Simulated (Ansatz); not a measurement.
**CH2BF2 radical: an energy map over bond length B2–C3 and dihedral F1–B2–C3–F4**

Aim: map the energy of CH₂BF₂, SMILES FB[CH]F, spin multiplicity 2 over two coordinates, and find its wells, ridges and stiffness.

Program: Ansatz 0.2.0. Level of theory: UKS CAM-B3LYP-D4/def2-SVP. These are calculated values, not measurements.

## 1. Where the work starts

SMILES `FB[CH]F`, 6 atoms, charge 0, spin multiplicity 2.

Atoms are counted from 1 here; the program's logs count them from 0.

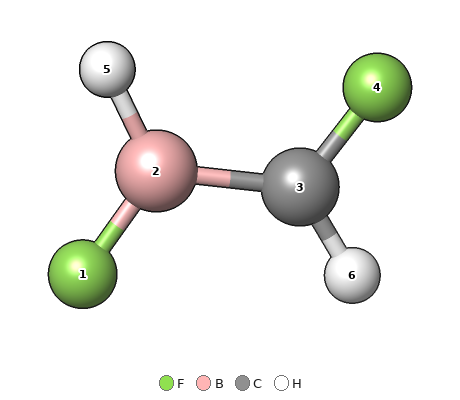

Start geometry, drawn with fluorine green, boron pink, carbon grey, hydrogen white; atoms are numbered from 1 in the order of the file.

Geometry (Å):

```xyz
6
CH2BF2
F    -0.3780    1.2642   -1.2975
B     0.3196    0.3357   -0.6233
C    -0.3405   -0.3075    0.6028
F     0.3095   -1.2343    1.3059
H     1.4373    0.0390   -1.0021
H    -1.3478   -0.0971    1.0142
```

This geometry comes from a loose relaxation at PBE in a small basis, which is not shown.

## 3. Setting up the map

The axes are (1) bond length B2–C3: 15 values from 1.311 to 2.135 Å; (2) dihedral F1–B2–C3–F4: 15 values from −180 to 156 °, periodic.

Nothing else is relaxed (all other coordinates rigid). Energies count from the relaxed molecule at the same level. Points are written as (first, second).

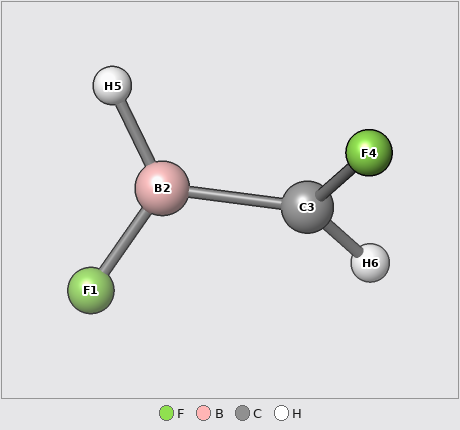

The geometry at (1.547 Å, −132°).

(The set-up runs are not shown.)

## 4. Grid point (1.547 Å, −180°)

Contents of input.yaml:

```yaml
crystal:
  periodic: [false, false, false]
  atoms:
    - { symbol: F, position_ang: [-0.371331, 1.252276, -1.287148] }
    - { symbol: B, position_ang: [0.316404, 0.333991, -0.619212] }
    - { symbol: C, position_ang: [-0.349516, -0.314567, 0.617369] }
    - { symbol: F, position_ang: [0.299556, -1.232828, 1.310955] }
    - { symbol: H, position_ang: [1.423374, 0.039196, -0.993243] }
    - { symbol: H, position_ang: [-1.347141, -0.10599, 1.024489] }
magnetization:
  spin_polarized: true
  initial_magnetization: 1
basis:
  gaussian: { orbitals: def2-SVP }
hamiltonian:
  xc: { name: CAM-B3LYP }
  dispersion: d4
output:
  forces: true
```

On the command line:

```
ansatz run input.yaml --threads 1 --pin off --max-ram 2560MiB --backend cpu --events-out ev --progress --plain --runs-dir out
```

The session goes on with these runs: the other points that were computed.

What does the calculation give? Wanted: lowest point; highest computed point; dipole moment.

**Answer**, as computed:

| quantity | value |
| --- | --- |
| lowest point | (1.547 Å, −180°), 0.007 eV |
| highest computed point | (2.135 Å, −84°), 2.54 eV above the lowest |
| dipole moment (D) | 0.38 at (1.841 Å, −180°) to 2.02 at (1.311 Å, −12°); 0.88 at the lowest point |
| time for the whole task | 7.5 min on 1 thread, shared host |

What this shows: The lowest computed point is at (1.547 Å, −180°), 0.007 eV from the relaxed molecule at the same level; the map holds 2 wells of about this depth. The grid is coarse, so the lowest point of the scanned range may lie between grid points; coordinates that were held can hide deeper minima. The grid shows no other well, apart from its symmetry copies. The highest computed point, (2.135 Å, −84°), lies 2.54 eV above the lowest. On the interpolated surface the easiest way out of the lowest well to the well at (1.547 Å, −12°) passes a barrier of about 0.7 eV. Round the minimum the two coordinates are nearly uncoupled.
